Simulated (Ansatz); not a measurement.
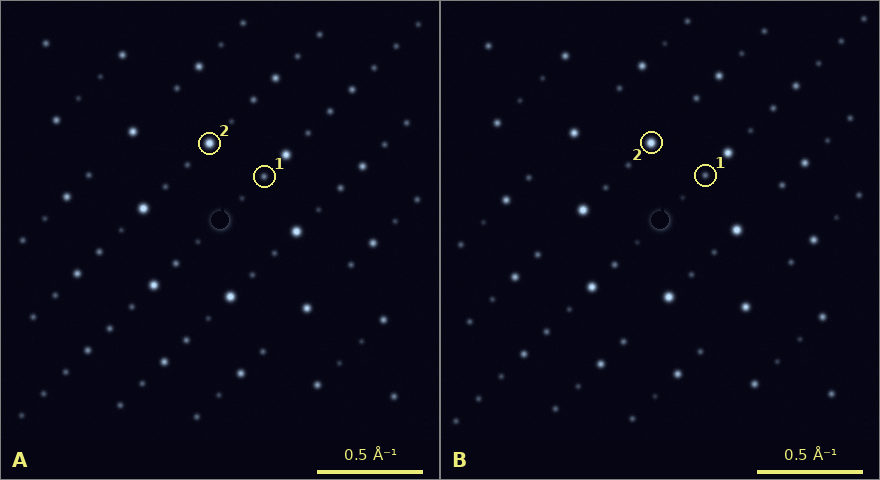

Kinematic electron diffraction patterns (120 kV, B = 0.5 Å², same scale) along [101] of the run's own cell, for the start and the end of one relaxation of ZrTl2 with Ansatz, DFT PBE, scalar-relativistic, plane waves, PAW. k mesh 18×18×18. The start is a generated model structure, and the relaxation ends in the nearest stationary point of its symmetry, not necessarily the ground state. Spot 1 is -2 -2 2 and spot 2 is -1 -2 1 in both.

Start structure:

```
Zr Tl
1.0
    -1.70350    1.70350    6.53883
     1.70350   -1.70350    6.53883
     1.70350    1.70350   -6.53883
Zr Tl
1 2
Direct
  0.00000 0.00000 0.00000
  0.65871 0.65871 0.00000
  0.34129 0.34129 0.00000
```

Question: Which pattern belongs to the start structure, and which to the relaxed one?

Answer: B is the start: its cell gives d(1) = 3.269 Å, d(2) = 2.684 Å and an angle of 52.0°. A is the relaxed structure, with d(1) = 3.364 Å (+2.9 %), d(2) = 2.688 Å (+0.1 %) and 53.2°.

Question: Summarise the relaxation behind the change.

Answer: The volume changed by -0.0 % to 25.29 Å³ an atom; with the mean shift removed, the atoms moved by up to 0.03 Å relative to the cell (Tl most); the space group stayed I4/mmm (No. 139); the free energy fell by 2.4 meV an atom. Relaxed cell: a = 7.134 Å, b = 7.134 Å, c = 7.134 Å, α = 152.77°, β = 152.77°, γ = 38.89°.
